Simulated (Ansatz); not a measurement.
## C₂H₆Cl₂O₂Si: one change and its effect

System: C₂H₆Cl₂O₂Si, SMILES CO[Si](Cl)(Cl)OC.
Method of the first run: RKS PBE0-D4/def2-TZVPP (Ansatz 0.2.0).

The geometry comes from this level: PBE0-D4/def2-TZVP. Text and figures count atoms from 1; the logs count them from 0 in places.

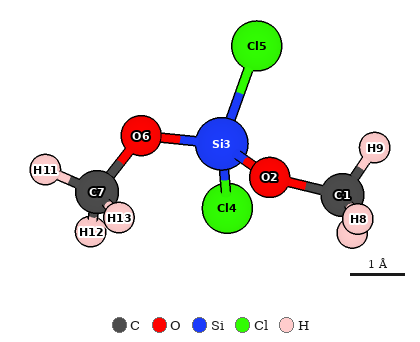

Figure 1. The structure (ball-and-stick view, seen at a tilt; atoms are numbered from 1 in the order of the input). Bond lengths as drawn: Cl–Si 2.03 to 2.05 Å, C–H 1.09 Å, C–O 1.41 to 1.42 Å and O–Si 1.61 Å.

The input, the first run:
```yaml
crystal:
  periodic: [false, false, false]
  atoms:
    - {symbol: C, position_ang: [1.010202, -0.515426, -2.035920]}
    - {symbol: O, position_ang: [0.777511, -0.210710, -0.675153]}
    - {symbol: Si, position_ang: [-0.318813, 0.823450, -0.097719]}
    - {symbol: Cl, position_ang: [-2.167150, 0.284808, -0.791320]}
    - {symbol: Cl, position_ang: [0.063832, 2.720988, -0.703767]}
    - {symbol: O, position_ang: [-0.282113, 0.811083, 1.509299]}
    - {symbol: C, position_ang: [-0.528947, -0.319269, 2.326143]}
    - {symbol: H, position_ang: [1.779919, -1.285997, -2.077343]}
    - {symbol: H, position_ang: [1.361031, 0.367538, -2.577490]}
    - {symbol: H, position_ang: [0.101544, -0.891828, -2.514286]}
    - {symbol: H, position_ang: [-0.465140, 0.004588, 3.364708]}
    - {symbol: H, position_ang: [-1.527497, -0.725219, 2.140798]}
    - {symbol: H, position_ang: [0.215920, -1.098807, 2.146949]}
basis:
  gaussian: {orbitals: def2-TZVPP}
hamiltonian: {xc: pbe0, dispersion: d4}
output: {orbitals: {seedname: orbitals}}
```

Command:
```bash
ansatz run in.yaml --threads 4 --pin off --events-out ev --progress --plain --max-ram 11315MiB
```

Hardware: 4 threads of Arm Neoverse V2, 23 GiB of memory available, shared host.

Output (the first run):
```
Functional definition: PBE0
  parameter a = 0.25
  parameter kappa = 0.804
  parameter beta = 0.06672455060314922
  exchange = (1 - a)*pbe_x(kappa = kappa, mu = beta*pi^2/3) + a*exact_x
  correlation = pbe_c(beta = beta)
1957 factors; their error is unknown
mean field evaluation 1: about -39170.4420 eV, gradient 6.9e1 eV
mean field evaluation 2: about -39160.7108 eV, gradient 1.0e2 eV
mean field evaluation 4: about -39179.0992 eV, gradient 3.7e0 eV
mean field evaluation 8: about -39179.1213 eV, gradient 1.2e-1 eV
mean field evaluation 16: about -39179.1996 eV, gradient 3.7e-4 eV
mean field -39179.19959916 eV, -1439.8090286538 hartree, gradient 5.4e-5 eV, S^2 0.000000; 0 other end points of the search recorded, 0 dependent functions left out
reference -39179.19963583 eV, -1439.8090300014 hartree; 41, 41 occupied and 293, 293 virtual orbitals, 1957 factors
Total energy: -39179.53275263 eV, -1439.8212718181 hartree
```

For the second run the input was changed thus:
```diff
-  gaussian: {orbitals: def2-TZVPP}
+  gaussian: {orbitals: def2-SVP}
```

Predict how the results change.

The total energy of the second run is 441.2 kcal/mol higher, which measures the change of basis and not a stability. The HOMO goes from −8.77 to −8.66 eV. The LUMO goes from 0.81 to 1.32 eV. The basis functions go from 334 to 140.

Output (the second run):
```
Functional definition: PBE0
  parameter a = 0.25
  parameter kappa = 0.804
  parameter beta = 0.06672455060314922
  exchange = (1 - a)*pbe_x(kappa = kappa, mu = beta*pi^2/3) + a*exact_x
  correlation = pbe_c(beta = beta)
1343 factors; integrals over basis functions are off by at most 1.5e-3 eV
mean field evaluation 1: about -39153.2660 eV, gradient 5.7e1 eV
mean field evaluation 2: about -39147.0343 eV, gradient 8.2e1 eV
mean field evaluation 4: about -39159.8246 eV, gradient 2.7e0 eV
mean field evaluation 8: about -39160.0681 eV, gradient 2.0e-1 eV
mean field evaluation 16: about -39160.0682 eV, gradient 6.4e-5 eV
mean field -39160.06822806 eV, -1439.1059637335 hartree, gradient 2.1e-5 eV, S^2 0.000000; 0 other end points of the search recorded, 0 dependent functions left out
reference -39160.06825725 eV, -1439.1059648063 hartree; 41, 41 occupied and 99, 99 virtual orbitals, 1343 factors
Total energy: -39160.40137405 eV, -1439.1182066230 hartree
```

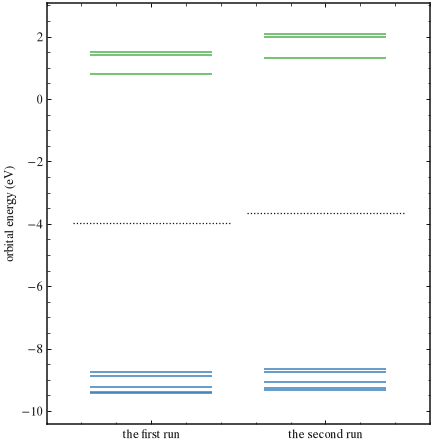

Figure 2. The five highest filled and three lowest empty orbital energies of the two runs; the dotted lines part filled from empty levels. The HOMO–LUMO gap is 9.58 eV in the first run and 9.98 eV in the second run.

The two runs side by side:

| quantity | the first run | the second run |
| --- | --- | --- |
| outcome | converged | converged |
| total energy (hartree) | −1439.821272 | −1439.118207 |
| HOMO (eV) | −8.77 | −8.66 |
| LUMO (eV) | 0.81 | 1.32 |
| basis functions | 334 | 140 |
| wall time (shared host) | 6 s | 1.7 s |
